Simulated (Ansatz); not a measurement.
Partial pair distribution functions of a relaxed model of amorphous As24Sb24, broadened by 0.06 Å; density 6.50 g/cm³. These are PBE-D3(BJ), scalar-relativistic without spin-orbit coupling (plane waves to 420 eV, PAW; Ansatz, an electronic-structure program) values and carry that method's errors.

It comes from a melt-quench run on a machine-learned potential (CHGNet), relaxed afterwards by DFT. The hot cell started wider than the set density and was brought back towards it in steps. It is the lowest in DFT energy of 3 quenches. It is a model cell: composition and starting density were chosen by hand, and all elements were melted together. The geometry includes D3(BJ) dispersion. Its density started from a set value of 5.63 and ended at 6.50 g/cm³. The quench (nominally 53 K/ps over its main leg) was far faster than any real one, so the model tends to hold more defects than a real film. One small periodic cell is one sample of the glass; other quenches scatter about these values. Volume and shape were free in the relaxation. Stress components on the final sampling reach 0.9 GPa. On a 2×2×2 Γ-centred mesh force components of up to 0.39 eV/Å stay, since the relaxation ran on one k-point at (1/4, 1/4, 1/4).

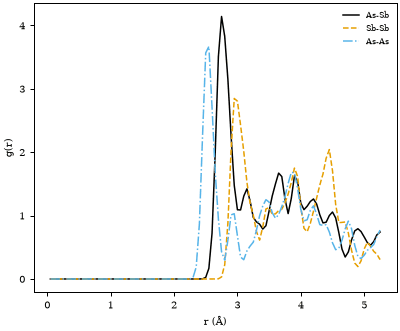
Partial pair distribution functions

Highest peaks under 4.5 Å: As-Sb near 2.75 Å, Sb-Sb near 2.95 Å, As-As near 2.55 Å; pairs of few atoms are noisy.

Within 3.02 Å each As has 2.17 Sb neighbours on average.
